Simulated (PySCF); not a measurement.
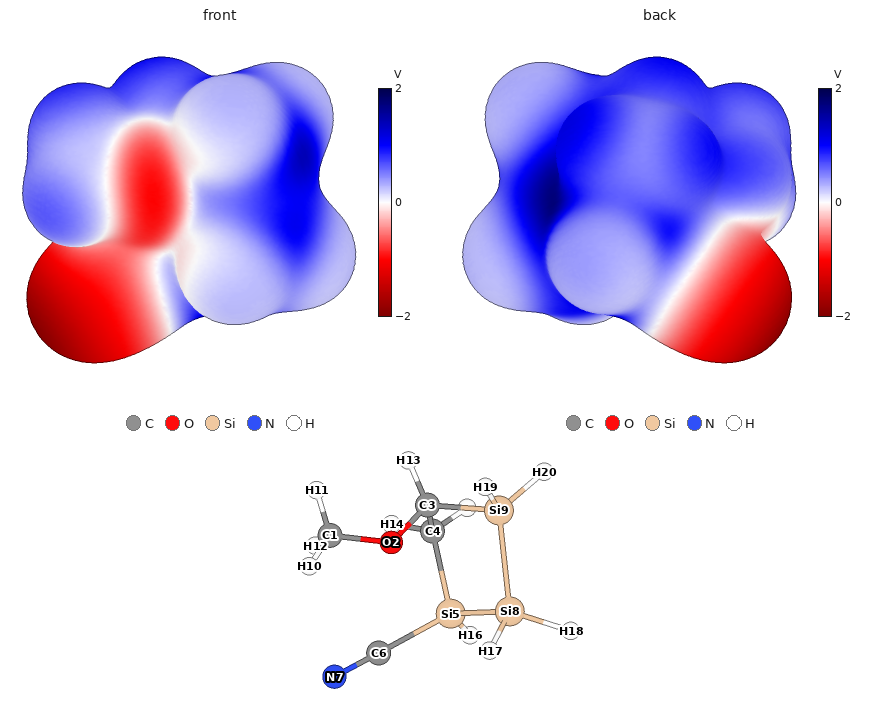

The picture shows: C4H11NOSi3. The electrostatic potential painted on the density surface at 0.002 e/bohr³, seen from the front and from behind; red is negative and blue positive. The bare structure is drawn below in the same view.

Geometry: GFN2-xTB.

Theory: PBE0/pcSseg-1, SCF density, gas phase, non-relativistic in PySCF.

| atom | x (Å) | y (Å) | z (Å) |
| --- | --- | --- | --- |
| C | -1.9002 | -1.1753 | -0.7057 |
| O | -1.1328 | -0.4083 | 0.1852 |
| C | -0.7358 | 0.8865 | -0.2847 |
| C | 0.4906 | 0.7605 | -1.1854 |
| Si | 1.7603 | -0.3761 | -0.2983 |
| C | 1.2995 | -2.1358 | -0.7292 |
| N | 0.9901 | -3.2137 | -0.9691 |
| Si | 1.3642 | 0.2228 | 1.9218 |
| Si | -0.3748 | 1.6859 | 1.4277 |
| H | -2.1239 | -2.1116 | -0.1975 |
| H | -2.8363 | -0.6609 | -0.9562 |
| H | -1.3556 | -1.3960 | -1.6290 |
| H | -1.5709 | 1.3540 | -0.8228 |
| H | 0.2110 | 0.3584 | -2.1618 |
| H | 0.9103 | 1.7519 | -1.3657 |
| H | 3.0556 | -0.2312 | -0.9870 |
| H | 1.0416 | -0.9070 | 2.7995 |
| H | 2.5463 | 0.8478 | 2.5414 |
| H | -1.6300 | 1.6577 | 2.1781 |
| H | -0.0143 | 3.1007 | 1.2359 |

### Describe the electrostatic potential map.

The most negative region (about −1.9 V, or −44 kcal/mol for a unit charge) lies over N7, the most positive (about +1.7 V, or +39 kcal/mol for a unit charge) over Si5, Si8 and Si9. N7 is the likeliest acceptor of a hydrogen bond.
